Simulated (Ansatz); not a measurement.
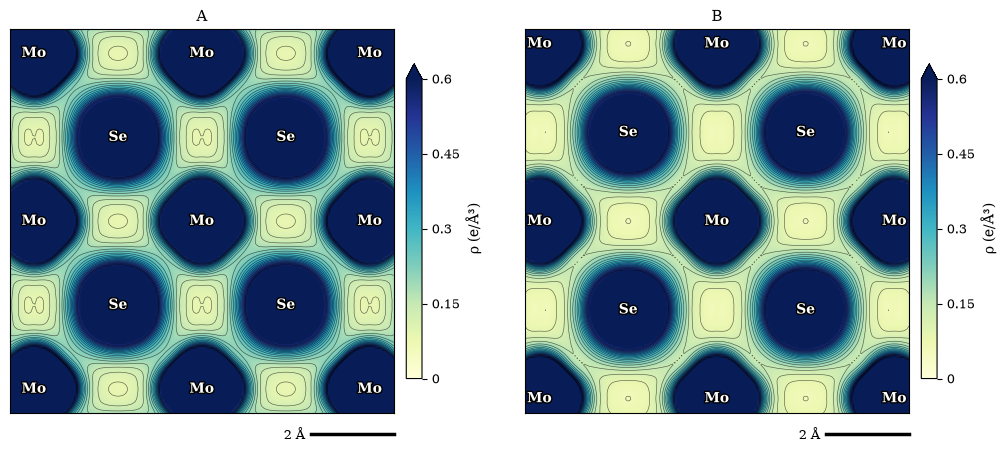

MoSe. The valence charge density (pseudo) of two cells that differ in size, on the (011) plane of each (indices in the axes of the calculation cell), at one length scale and on one colour scale: B has 27.7 Å³ an atom and A 23.5.

Space group Fm-3m; started from the rock salt prototype, which need not be the ambient phase; computed without spin polarisation.

Theory: DFT PBE+U, scalar-relativistic, plane waves, PAW in Ansatz 0.2.0.

In a PAW calculation such maps are meaningful between the atoms, not at the nuclei.

The larger cell:

```xyz
2
Lattice="0.0000 3.0264 3.0264 3.0264 0.0000 3.0264 3.0264 3.0264 0.0000" Properties=species:S:1:pos:R:3 pbc="T T T"
Mo    0.0000    0.0000    0.0000
Se    3.0264    3.0264    3.0264
```

The smaller cell: a = 4.050 Å, b = 4.050 Å, c = 4.050 Å, α = 60.00°, β = 60.00°, γ = 60.00°.

> What changes from the larger cell to the smaller?

From the larger cell to the smaller, Mo–Se goes from 3.03 to 2.86 Å, and the density at its midpoint from 0.17 to 0.23 e/Å³; the pressure goes from −17 to −15 GPa.
